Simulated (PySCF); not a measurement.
**C3H5NOSi (SMILES N#C/C=C\O[SiH3]): density, localisation and related maps**

Input

```
{"job": {"kind": "uv", "xc": "PBE0", "basis": "def2-SVPD", "nstates": 5, "ntriplets": 0}, "charge": 0, "multiplicity": 1}
N     -1.621800     1.884000    -0.480000
C     -1.637700     0.723300    -0.347200
C     -1.821800    -0.640700    -0.371000
C     -0.991700    -1.635600     0.169700
O      0.217600    -1.642000     0.608300
Si     1.404200    -0.367400     0.191900
H     -2.844400    -0.925300    -0.601700
H     -1.385700    -2.696600     0.165800
H      2.464500    -1.047800     0.910900
H      1.199000    -0.182100    -1.187100
H      1.183100     0.924400     0.815300
```

Run with:

```sh
OMP_NUM_THREADS=1 python probes_run.py task.json out
```

Geometry: GFN2-xTB, MD frame at 250 fs, 600 K.

Method: PySCF 2.14.0, PBE0/def2-SVPD, SCF density, gas phase.

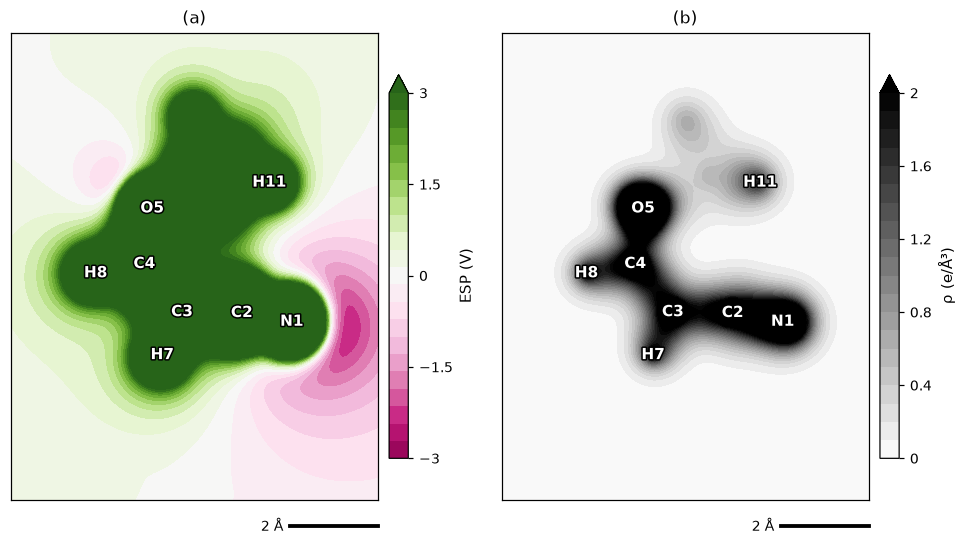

Figure 1. (a) electrostatic potential; (b) total electron density on the plane of atoms O5, C4 and H8.

> What does the map show?

The plane passes through N, C, O and H nuclei.
C–N (1.17 Å): ρ is about 3.4 e/Å³ halfway.
C–O (1.29 Å): ρ is about 2.7 e/Å³ halfway.
C–C (1.38 Å): ρ is about 2 e/Å³ halfway.
C–H (1.09 Å): ρ at the midpoint is about 2 e/Å³.
Outside the dense part of the molecule the potential is most negative (−2.3 V) near N1.

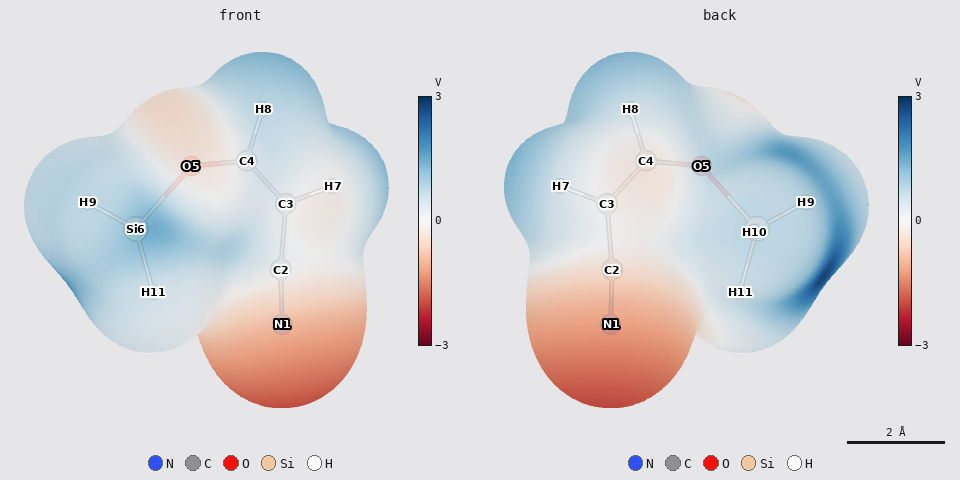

Figure 2. The electrostatic potential painted on the density surface at 0.002 e/bohr³, seen from the front and from behind; the colour scale runs from red (negative) to blue (positive).

> Where is the surface potential most negative and most positive?

The most negative region (about −2.0 V) lies over N1, the most positive (about +2.6 V) over Si6. N1 is the likeliest acceptor of a hydrogen bond.

> What dipole moment does the calculation give?

Its dipole moment is 3.88 D.
